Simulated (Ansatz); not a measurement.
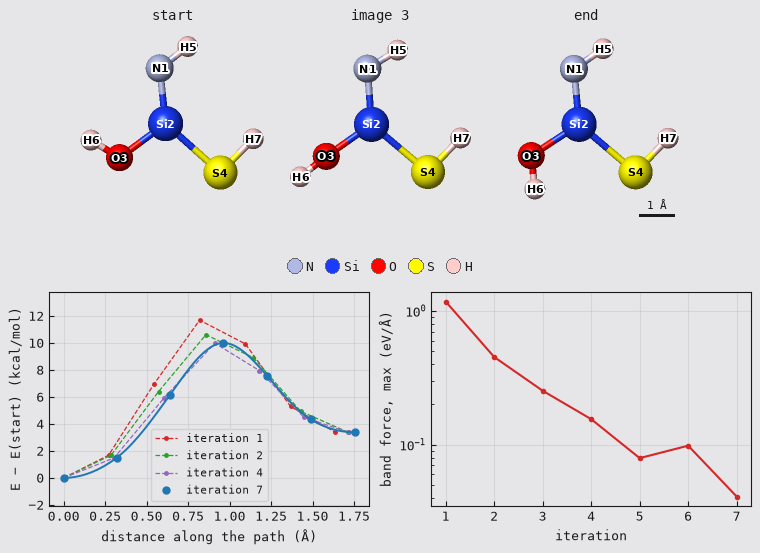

A search for the minimum-energy path of SiNH$_{3}$SO by the nudged elastic band. Images are numbered from 0 (start) to 6 (end). The plot follows the band through its iterations. The picture is a ball-and-stick view, seen face on.

All numbers below come from RKS PBE/def2-SVP in Ansatz.

The input:
```yaml
crystal:
  periodic: [false, false, false]
  atoms:
    - { symbol: "N", position_ang: [-0.811259, 1.233479, 0.519425] }
    - { symbol: Si, position_ang: [0.089451, -0.049122, 0.139653] }
    - { symbol: O, position_ang: [1.063264, -0.75042, 1.285871] }
    - { symbol: S, position_ang: [0.46676, -1.269891, -1.571785] }
    - { symbol: H, position_ang: [-1.420346, 1.683416, -0.172852] }
    - { symbol: H, position_ang: [1.002761, -0.297574, 2.148453] }
    - { symbol: H, position_ang: [-0.39063, -0.549887, -2.348776] }
basis:
  gaussian: { orbitals: def2-SVP }
hamiltonian:
  xc: pbe
neb:
  order_check: false
  images: 5
  f_tol: 0.05
  max_iterations: 60
  initial_path: idpp
  spring: 20.0
  final_atoms:
    - { symbol: "N", position_ang: [-0.98563768, 1.41130088, 0.43162171] }
    - { symbol: Si, position_ang: [-0.00890505, 0.13787455, 0.28844383] }
    - { symbol: O, position_ang: [0.84529133, -0.32913711, 1.63014442] }
    - { symbol: S, position_ang: [0.52824568, -1.22431234, -1.29249433] }
    - { symbol: H, position_ang: [-1.52586895, 1.72053357, -0.38494939] }
    - { symbol: H, position_ang: [1.43047933, -1.09912545, 1.52966752] }
    - { symbol: H, position_ang: [-0.28360365, -0.6171331, -2.20244476] }
```

Command:
```bash
ansatz run input.yaml --threads 1 --pin off --max-ram 2048MiB --backend cpu --events-out ev --progress --plain --runs-dir out
```

Judge this run.

Answer. The run is converged, with reservations. The band converged in 7 iterations. The largest component of the band force went from 1.2 to 0.041 eV/Å. The climbing image converged on the top of the path. Its curvatures weren't checked. The first iteration put the highest image at 11.7 kcal/mol. The highest point, image 3, lies 10.0 kcal/mol above the start and 6.6 kcal/mol above the end; the end is at +3.4 kcal/mol relative to the start.
